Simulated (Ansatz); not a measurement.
H₄MoN₂O₂ (MoO2(NH2)2)

Input file:

```
crystal:
  periodic: [false, false, false]
  atoms:
    - {symbol: Mo, position_ang: [0.538075, 0.000745, 0.370950]}
    - {symbol: O, position_ang: [0.481739, 0.004022, 2.051472]}
    - {symbol: O, position_ang: [2.088826, -0.000472, -0.279061]}
    - {symbol: N, position_ang: [-0.358306, 1.591808, -0.250299]}
    - {symbol: H, position_ang: [-0.121511, 2.082939, -1.107327]}
    - {symbol: H, position_ang: [-1.074549, 2.085193, 0.274453]}
    - {symbol: N, position_ang: [-0.358300, -1.592796, -0.243928]}
    - {symbol: H, position_ang: [-1.074203, -2.084372, 0.282975]}
    - {symbol: H, position_ang: [-0.121771, -2.087067, -1.099225]}
basis:
  gaussian: {orbitals: def2-TZVP, initial_orbitals: start.molden}
hamiltonian: {xc: pbe0, dispersion: d4}
scf: {omitted_lower_state_checks: [starts]}
output: {forces: true, orbitals: {seedname: orbitals}}
```

Launched as:

```sh
ansatz run in.yaml --threads 2 --pin off --events-out ev --progress --plain --max-ram 4352MiB
```

Geometry: PBE0-D4/def2-SVP; core potentials replace the inner electrons of Mo.

These are results of RKS PBE0-D4/def2-TZVP (Ansatz 0.2.0), not measurements.

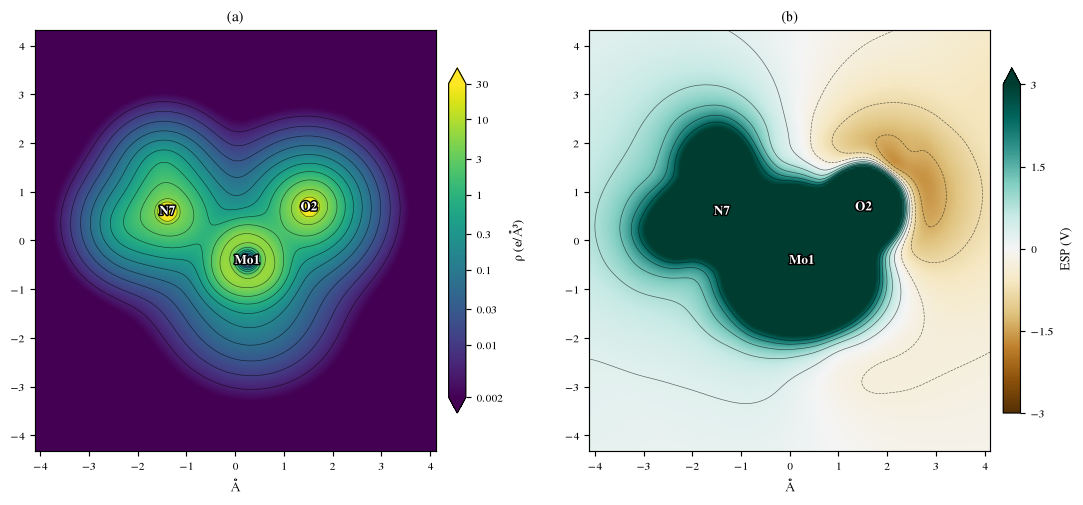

Figure 1. (a) electron density; (b) molecular electrostatic potential on the plane of atoms O2, Mo1 and N7.

**Interpret the plot.**

The section cuts through Mo, O and N sites. Mo–O (1.68 Å): ρ at the midpoint is about 2 e/Å³. Mo–N (1.93 Å): the density is about 1.1 e/Å³ at the midpoint. Outside the dense part of the molecule the potential is most negative (−1.7 V) near O2.

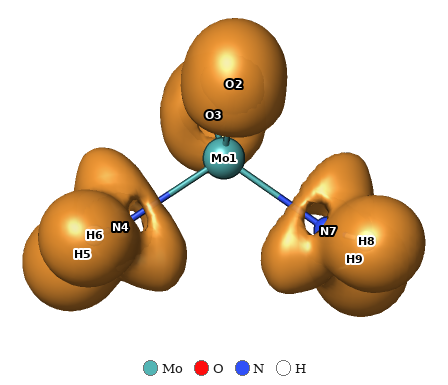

Figure 2. Isosurface of the ELF at 0.75 (orange), seen at a tilt. Core shells and regions of very low density are left out.

**Describe the localisation domains.**

At this value the surface marks out two regions wrapped around O (the valence shell of each) and two joined regions spread over several atoms (H, N), in which their bonds and any lone pairs are merged. Profiles from the grid: Mo–O (1.68 Å): the ELF peaks at about 0.80 in the valence shell of O, 0.5 Å from its nucleus, and drops to about 0.40 between the two atoms. Mo–N (1.93 Å): the ELF peaks at about 0.85 in the valence shell of N, 0.6 Å from its nucleus, and is about 0.30 at the midpoint.

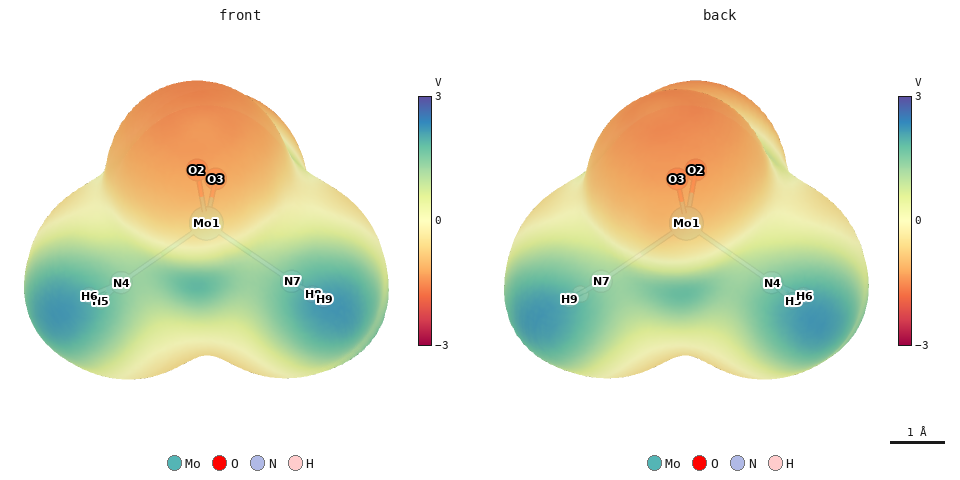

Figure 3. The electrostatic potential painted on the density surface at 0.002 e/bohr³, seen from the front and from behind; red is negative and blue positive.

**Where is the surface potential most negative and most positive?**

The most negative region (about −1.5 V) lies over O2 and O3, the most positive (about +2.2 V) over H5, H6, H8 and H9.
